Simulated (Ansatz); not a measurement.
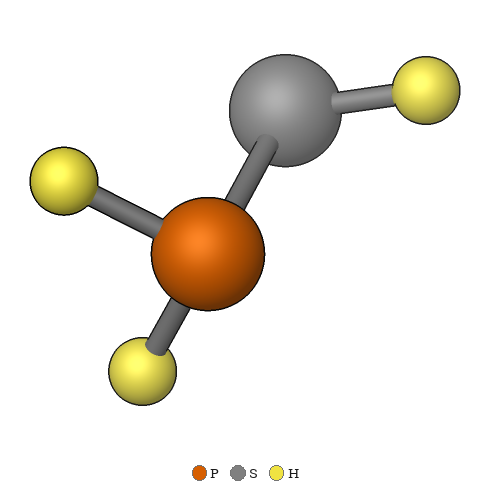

A ball-and-stick model of a molecule.

What is the molecular formula?

H3PS, 5 atoms: 3 hydrogen, 1 phosphorus and 1 sulfur.

How many sets of symmetry-equivalent atoms are there?

4: 1 P, 1 S, 2 H, 1 H.

Count the bonded pairs by element.

2 P–H, 1 P–S, 1 S–H.

What is the point group of this geometry?

Cs.

The parts below concern this one geometry. Atoms keep their numbers from picture to picture. The computed structure is the end point of a PBE0-D4/def2-TZVP optimisation.

### Vibrations

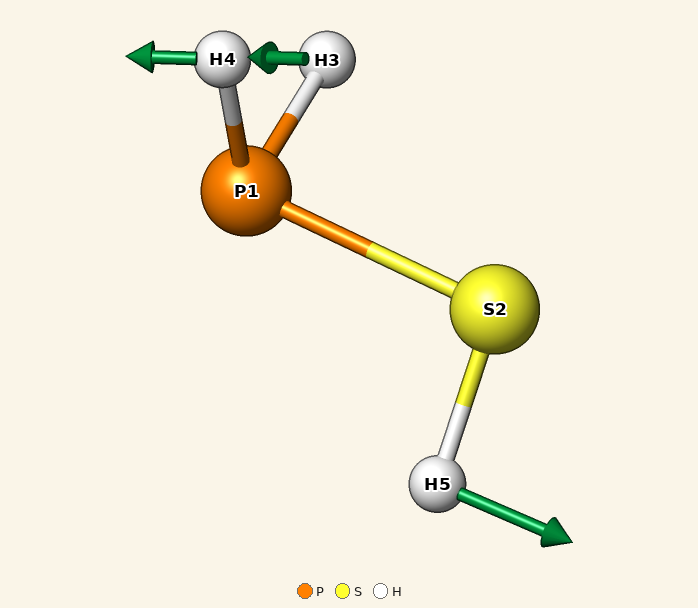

The arrows show one normal mode. Harmonic vibrations computed with RKS PBE0-D4/def2-TZVP (Ansatz 0.2.0) at a stationary point of the same level.

What kind of motion is it?

Mostly H–S–P bending.

Estimate its harmonic wavenumber.

937 cm⁻¹; it is mode 5 of 9 counted from the lowest.

### Dipole moment

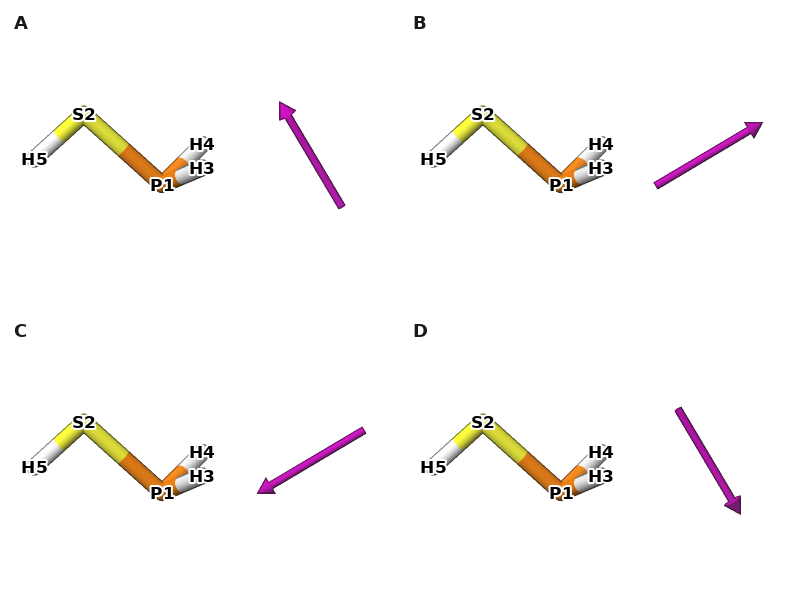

The same molecule four times, each with an arrow. Level of theory: RKS B3LYP-D4/def2-TZVPP (Ansatz 0.2.0).

Which arrow points along the dipole moment, from the negative to the positive end?

D. The dipole moment is 0.54 D; it points from the side of S2 to the side of P1, H3, H4 (the outermost atoms at the two ends).

### Thermal motion

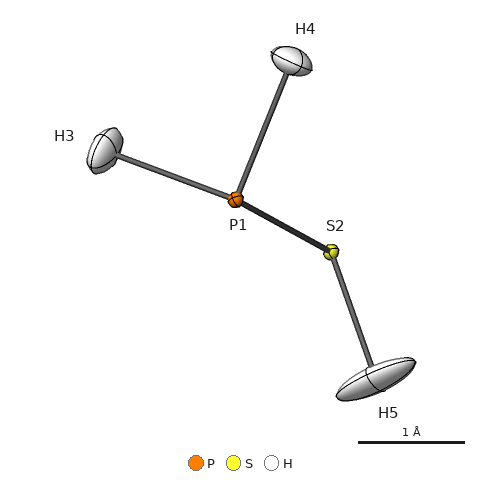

Displacement ellipsoids at the 50 % level, from the internal vibrations of the free molecule (harmonic, no overall translation or rotation; no half-axis is drawn under 0.075 Å). Vibrations computed with RKS PBE0-D4/def2-TZVP (Ansatz 0.2.0). Temperature: 200 K.

Which atom has the largest mean-square displacement?

H5, with U_eq = 0.0333 Å².

Does H5 move more along its bond or across it?

Across it: the root-mean-square amplitude is 0.077 Å along the bond and up to 0.274 Å across, since bending and torsion are softer than stretching.

Give the displacement parameters, one line for each set of equivalent atoms.

```csv
atom,U_eq (Å²),rms amplitudes (Å)
P1,0.00023,"0.006, 0.007, 0.024"
S2,0.00023,"0.004, 0.010, 0.024"
"H3, H4",0.0172,"0.082, 0.131, 0.167"
H5,0.0333,"0.077, 0.138, 0.274"
```
